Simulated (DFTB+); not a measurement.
Geometry relaxation, with input and output: CH₃AlFN (part 2 of 2)

CH₃AlFN, SMILES N=[C](F)[AlH2]; GFN1-xTB, R-SCC, dispersion built in (DFTB+ 25.1). The geometry comes from this level: GFN2-xTB.

Geometry of the input (Å):
```
N  0.1431  -1.7632  0.0684
C  0.3422  -0.6064  0.5284
F  1.0211  -0.5626  1.7022
Al -0.2265  1.1643  -0.2741
H  -0.3694  -1.7653  -0.8139
H  0.0861  2.5251  0.3972
H  -0.9966  1.0081  -1.6083
```

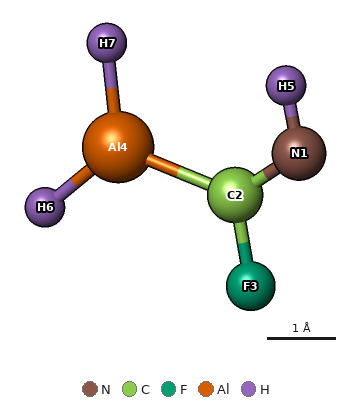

Figure 1. The geometry at step 4 of the log (ball-and-stick view, seen at a tilt; atoms are numbered from 1 in the order of the input).

What the program printed, continued
```
 iSCC Total electronic   Diff electronic      SCC error
    1   -0.13391430E+02    0.00000000E+00    0.46323923E-02
    2   -0.13391443E+02   -0.59982616E-03    0.24051433E-02
    3   -0.13391445E+02   -0.12951356E-04    0.19542999E-02
    4   -0.13391446E+02   -0.21559516E-05    0.84606686E-03
    5   -0.13391446E+02   -0.48855973E-06    0.10033185E-03
    6   -0.13391446E+02   -0.15690834E-07    0.21541648E-04
    7   -0.13391446E+02   -0.15031052E-08    0.48316738E-05

Total Energy:                      -13.3107882321 H         -362.2050 eV
Extrapolated to 0K:                -13.3107882321 H         -362.2050 eV
Total Mermin free energy:          -13.3107882321 H         -362.2050 eV
Force related energy:              -13.3107882321 H         -362.2050 eV

Maximal force component:             0.266908E-02
Averaged force norm:                 0.171387E-02

--------------------------------------------------------------------------------

***  Geometry step: 6

 iSCC Total electronic   Diff electronic      SCC error
    1   -0.13393565E+02    0.00000000E+00    0.11451620E-01
    2   -0.13393606E+02   -0.21198434E-02    0.87104127E-02
    3   -0.13393614E+02   -0.40456886E-04    0.57249367E-02
    4   -0.13393615E+02   -0.80384494E-05    0.18727828E-02
    5   -0.13393615E+02   -0.68988360E-06    0.25080681E-03
    6   -0.13393615E+02   -0.25057970E-06    0.85844830E-04
    7   -0.13393615E+02   -0.16576232E-07    0.20102305E-04
    8   -0.13393615E+02   -0.12260966E-08    0.51437134E-05

Total Energy:                      -13.3108376598 H         -362.2063 eV
Extrapolated to 0K:                -13.3108376598 H         -362.2063 eV
Total Mermin free energy:          -13.3108376598 H         -362.2063 eV
Force related energy:              -13.3108376598 H         -362.2063 eV

Maximal force component:             0.871662E-02
Averaged force norm:                 0.563606E-02

--------------------------------------------------------------------------------

***  Geometry step: 7

 iSCC Total electronic   Diff electronic      SCC error
    1   -0.13392032E+02    0.00000000E+00    0.77545929E-02
    2   -0.13392041E+02    0.15824995E-02    0.31695666E-02
    3   -0.13392042E+02   -0.85426798E-05    0.17643619E-02
    4   -0.13392043E+02   -0.15380974E-05    0.74004385E-03
    5   -0.13392043E+02   -0.13138693E-06    0.10448903E-03
    6   -0.13392043E+02   -0.46209852E-07    0.54325983E-04
    7   -0.13392043E+02   -0.18915038E-08    0.23470933E-04
    8   -0.13392043E+02   -0.15872814E-09    0.36894958E-05

Total Energy:                      -13.3109358316 H         -362.2090 eV
Extrapolated to 0K:                -13.3109358316 H         -362.2090 eV
Total Mermin free energy:          -13.3109358316 H         -362.2090 eV
Force related energy:              -13.3109358316 H         -362.2090 eV

Maximal force component:             0.436799E-02
Averaged force norm:                 0.329701E-02

Geometry converged

--------------------------------------------------------------------------------
--------------------------------------------------------------------------------
SCC                                    +       0.04 ( 61.5%)       0.12 ( 84.9%)
Post-SCC processing                    +       0.01 ( 22.8%)       0.01 (  8.9%)
--------------------------------------------------------------------------------
Missing                                +       0.01 ( 15.7%)       0.01 (  6.2%)
Total                                  =       0.06 (100.0%)       0.15 (100.0%)
--------------------------------------------------------------------------------
```

File detailed.out
```
Fermi distribution function

Geometry optimization step: 7

********************************************************************************
 iSCC Total electronic   Diff electronic      SCC error
    8   -0.13392043E+02   -0.15872814E-09    0.36894958E-05
********************************************************************************

Coordinates of moved atoms (au):
    1      0.28067545     -3.32781776      0.14821797
    2      0.62619342     -1.11247313      0.96584470
    3      1.90850613     -1.01920442      3.18431711
    4     -0.41225765      2.14913205     -0.49372368
    5     -0.69730903     -3.33117139     -1.53678245
    6      0.16793624      4.72066354      0.75408269
    7     -1.87374456      1.92085222     -3.02193745

 Total charge:    -0.00000000

 Atomic gross charges (e)
 Atom           Charge
    1      -0.39198550
    2       0.28868745
    3      -0.23717620
    4       0.38647702
    5       0.20384136
    6      -0.11308568
    7      -0.13675845

Nr. of electrons (up):     22.00000000
Atom populations (up)
 Atom       Population
    1       5.39198550
    2       3.71131255
    3       7.23717620
    4       2.61352298
    5       0.79615864
    6       1.11308568
    7       1.13675845

l-shell populations (up)
 Atom Sh.   l       Population
    1   1   0       1.53614207
    1   2   1       3.85584344
    2   1   0       1.11665120
    2   2   1       2.59466135
    3   1   0       1.81504231
    3   2   1       5.42213389
    4   1   0       1.32184496
    4   2   1       1.09245324
    4   3   2       0.19922478
    5   1   0       0.76668007
    5   2   0       0.02947857
    6   1   0       1.11316967
    6   2   0      -0.00008399
    7   1   0       1.13712797
    7   2   0      -0.00036953

Orbital populations (up)
 Atom Sh.   l   m       Population  Label
    1   1   0   0       1.53614207  s
    1   2   1  -1       1.44110743  p_y
    1   2   1   0       1.21516279  p_z
    1   2   1   1       1.19957322  p_x
    2   1   0   0       1.11665120  s
    2   2   1  -1       1.02159684  p_y
    2   2   1   0       0.74871696  p_z
    2   2   1   1       0.82434755  p_x
    3   1   0   0       1.81504231  s
    3   2   1  -1       1.96774537  p_y
    3   2   1   0       1.64112392  p_z
    3   2   1   1       1.81326460  p_x
    4   1   0   0       1.32184496  s
    4   2   1  -1       0.50978968  p_y
    4   2   1   0       0.42355982  p_z
    4   2   1   1       0.15910373  p_x
    4   3   2  -2       0.03547958  d_xy
    4   3   2  -1       0.03469011  d_yz
    4   3   2   0       0.05913756  d_z2
    4   3   2   1       0.02687603  d_xz
    4   3   2   2       0.04304150  d_x2-y2
    5   1   0   0       0.76668007  s
    5   2   0   0       0.02947857  s2
    6   1   0   0       1.11316967  s
    6   2   0   0      -0.00008399  s2
    7   1   0   0       1.13712797  s
    7   2   0   0      -0.00036953  s2

Fermi level:                        -0.3493856718 H           -9.5073 eV
Band energy:                       -12.7223560318 H         -346.1929 eV
TS:                                  0.0000000000 H            0.0000 eV
Band free energy (E-TS):           -12.7223560318 H         -346.1929 eV
Extrapolated E(0K):                -12.7223560318 H         -346.1929 eV
Input / Output electrons (q):     22.0000000000     22.0000000000

Energy H0:                         -13.4271111786 H         -365.3703 eV
Energy SCC:                          0.0350684991 H            0.9543 eV
Total Electronic energy:           -13.3920426796 H         -364.4160 eV
Repulsive energy:                    0.0827246308 H            2.2511 eV
Halogen correction energy:           0.0000000000 H            0.0000 eV
Total energy:                      -13.3109358316 H         -362.2090 eV
Extrapolated to 0:                 -13.3109358316 H         -362.2090 eV
Total Mermin free energy:          -13.3109358316 H         -362.2090 eV
Force related energy:              -13.3109358316 H         -362.2090 eV

Non-constrained calculation

SCC converged

Full geometry written in geo_end.{xyz|gen}

Total Forces
    1     -0.001203405442      0.002092354299     -0.001869635004
    2     -0.002355363395     -0.003247453281     -0.004367993856
    3      0.001681050451      0.001715358191      0.003055097404
    4     -0.000354663369     -0.000432458463     -0.000640845409
    5      0.001795324489     -0.000144169211      0.003079837575
    6      0.000771205523     -0.000444727001      0.001279843736
    7     -0.000334148259      0.000461095466     -0.000536304447

Maximal derivative component:        0.436799E-02 au
Max force for moved atoms::          0.436799E-02 au

Dipole moment:   -0.53582509    0.79267494   -0.84402575 au
Dipole moment:   -1.36193164    2.01477890   -2.14529964 Debye

Geometry converged
```

Trajectory as extended XYZ (Å, eV, eV/Å), 8 frames, from step=0 to step=7
```
7
Properties=species:S:1:pos:R:3 step=0 energy=-362.18538
N     0.1431   -1.7632    0.0684
C     0.3422   -0.6064    0.5284
F     1.0211   -0.5626    1.7022
Al   -0.2265    1.1643   -0.2741
H    -0.3694   -1.7653   -0.8139
H     0.0861    2.5251    0.3972
H    -0.9966    1.0081   -1.6083
7
Properties=species:S:1:pos:R:3 step=1 energy=-362.16736
N     0.1405   -1.7624    0.0640
C     0.3460   -0.6120    0.5344
F     1.0209   -0.5622    1.7018
Al   -0.2285    1.1697   -0.2770
H    -0.3685   -1.7662   -0.8124
H     0.0859    2.5256    0.3970
H    -0.9963    1.0075   -1.6078
7
Properties=species:S:1:pos:R:3 step=2 energy=-362.19508
N     0.1468   -1.7656    0.0745
C     0.3379   -0.5999    0.5216
F     1.0226   -0.5639    1.7046
Al   -0.2248    1.1598   -0.2715
H    -0.3716   -1.7643   -0.8175
H     0.0862    2.5255    0.3975
H    -0.9971    1.0084   -1.6091
7
Properties=species:S:1:pos:R:3 step=3 energy=-362.20385
N     0.1462   -1.7594    0.0742
C     0.3329   -0.5941    0.5136
F     1.0184   -0.5618    1.6975
Al   -0.2198    1.1464   -0.2641
H    -0.3672   -1.7629   -0.8099
H     0.0867    2.5217    0.3978
H    -0.9972    1.0101   -1.6091
7
Properties=species:S:1:pos:R:3 step=4 energy=-362.20163
N     0.1462   -1.7613    0.0741
C     0.3334   -0.5955    0.5143
F     1.0208   -0.5639    1.7015
Al   -0.2212    1.1502   -0.2661
H    -0.3681   -1.7632   -0.8116
H     0.0865    2.5244    0.3977
H    -0.9976    1.0092   -1.6099
7
Properties=species:S:1:pos:R:3 step=5 energy=-362.20500
N     0.1474   -1.7595    0.0763
C     0.3334   -0.5928    0.5144
F     1.0169   -0.5606    1.6950
Al   -0.2194    1.1452   -0.2634
H    -0.3681   -1.7629   -0.8116
H     0.0868    2.5201    0.3978
H    -0.9968    1.0105   -1.6085
7
Properties=species:S:1:pos:R:3 step=6 energy=-362.20634
N     0.1472   -1.7587    0.0764
C     0.3294   -0.5837    0.5080
F     1.0057   -0.5344    1.6782
Al   -0.2152    1.1285   -0.2568
H    -0.3659   -1.7620   -0.8079
H     0.0893    2.4918    0.3991
H    -0.9903    1.0184   -1.5970
7
Properties=species:S:1:pos:R:3 step=7 energy=-362.20902
N     0.1485   -1.7610    0.0784
C     0.3314   -0.5887    0.5111
F     1.0099   -0.5393    1.6851
Al   -0.2182    1.1373   -0.2613
H    -0.3690   -1.7628   -0.8132
H     0.0889    2.4981    0.3990
H    -0.9915    1.0165   -1.5991
```

Results in brief

```tsv
quantity	value
outcome	converged
Mermin free energy	−13.310936 hartree
basis functions	27
largest force	0.305 eV/Å
HOMO	−11.40 eV
LUMO	−7.62 eV
dipole moment	3.24 D
hardware	1 thread of Intel Xeon (Sapphire Rapids), 32 GiB of memory available, shared host
peak memory	0.073 GiB
```

Notes

Settings chosen away from the usual ones: optimiser.
